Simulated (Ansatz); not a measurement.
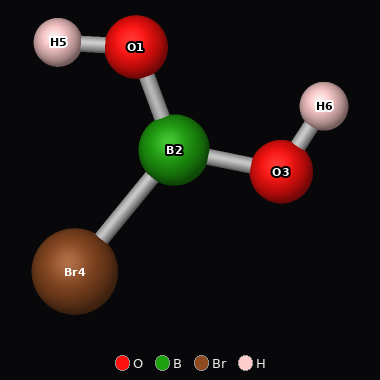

The system is BBrH₂O₂, SMILES OB(O)Br; the picture shows the reference structure. First axis: angle H5–O1–B2. Second axis: dihedral H5–O1–B2–O3. Nothing is relaxed (all other coordinates rigid). Grid: 13 × 12 points; 91 points were computed and 65 follow by symmetry. Points are written as (first, second). Energies: kcal/mol, counted from the relaxed molecule at the same level. These are results of RKS PBE0-D4/def2-SVP in Ansatz, not measurements.

Its coordinates:

```xyz
6

O     0.5214    0.8539   -0.5525
B    -0.1639   -0.1588    0.0260
O     0.3271   -0.8251    1.0857
Br   -1.8966   -0.6963   -0.6541
H     0.0632    1.2485   -1.3008
H     1.1909   -0.4862    1.3495
```

Range: angle H5–O1–B2 from 68.5 to 158.5°; dihedral H5–O1–B2–O3 from −180 to 150°.

Predict the map.

Answer. The lowest grid point is at (113.5°, −180°), 0.0 kcal/mol from the relaxed molecule at the same level. There is a further well near (113.5°, 0°) (6.5 kcal/mol above the lowest at that grid point). The highest grid point, (68.5°, 0°), lies 42.4 kcal/mol above the lowest. On the interpolated surface the easiest way out of the lowest well to the well at about (115°, 0°) passes a barrier of about 10 kcal/mol. Round the minimum the two coordinates are nearly uncoupled.

```tsv
dihedral H5–O1–B2–O3 ↓, angle H5–O1–B2 →	68.5	76.0	83.5	91.0	98.5	106.0	113.5	121.0	128.5	136.0	143.5	151.0	158.5
150	34.5	23.1	14.8	8.9	5.0	2.8	2.1	2.5	3.8	5.8	8.0	10.4	12.6
120	37.4	26.7	19.0	13.5	9.8	7.6	6.7	6.8	7.7	9.0	10.6	12.3	13.8
90	40.1	29.7	22.3	16.9	13.3	11.2	10.2	10.1	10.6	11.6	12.8	14.0	15.0
60	40.9	30.2	22.4	16.8	13.1	10.9	9.9	9.9	10.6	11.8	13.1	14.4	15.4
30	41.4	29.7	21.2	15.0	10.9	8.6	7.6	7.8	8.9	10.4	12.2	13.9	15.3
0	42.4	30.1	21.0	14.4	10.0	7.4	6.5	6.7	7.9	9.6	11.6	13.6	15.2
−30	41.4	29.7	21.2	15.0	10.9	8.6	7.6	7.8	8.9	10.4	12.2	13.9	15.3
−60	40.9	30.2	22.4	16.8	13.1	10.9	9.9	9.9	10.6	11.8	13.1	14.4	15.4
−90	40.1	29.7	22.3	16.9	13.3	11.2	10.2	10.1	10.6	11.6	12.8	14.0	15.0
−120	37.4	26.7	19.0	13.5	9.8	7.6	6.7	6.8	7.7	9.0	10.6	12.3	13.8
−150	34.5	23.1	14.8	8.9	5.0	2.8	2.1	2.5	3.8	5.8	8.0	10.4	12.6
−180	33.5	21.6	13.0	6.9	2.9	0.7	0.0	0.6	2.1	4.3	6.9	9.5	12.0
```

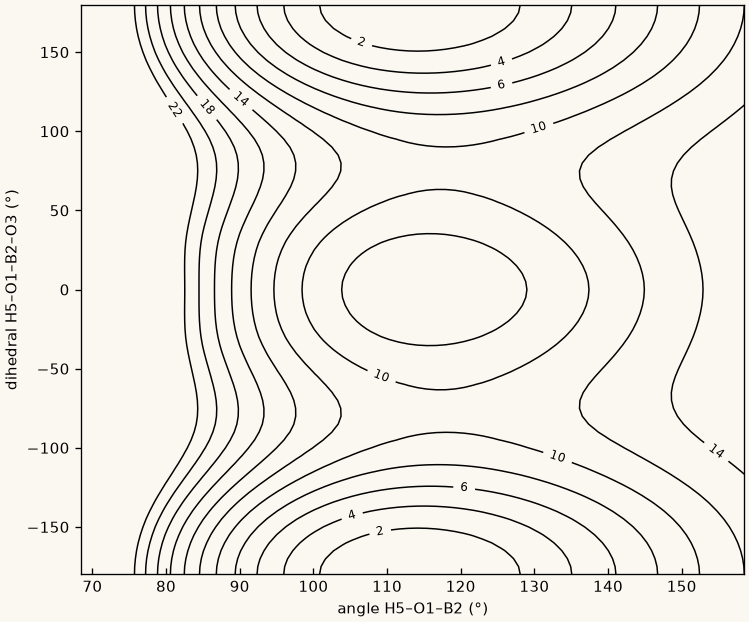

In the figure: contour lines labelled in kcal/mol (none above 22). Between grid points the surface is interpolated.

Each point was launched as `ansatz run input.yaml --threads 1 --pin off --max-ram 2560MiB --backend cpu --events-out ev --progress --plain --runs-dir out`. Time for the 91 points that were run: 12 min on 1 thread of Arm Neoverse N1 (shared host).
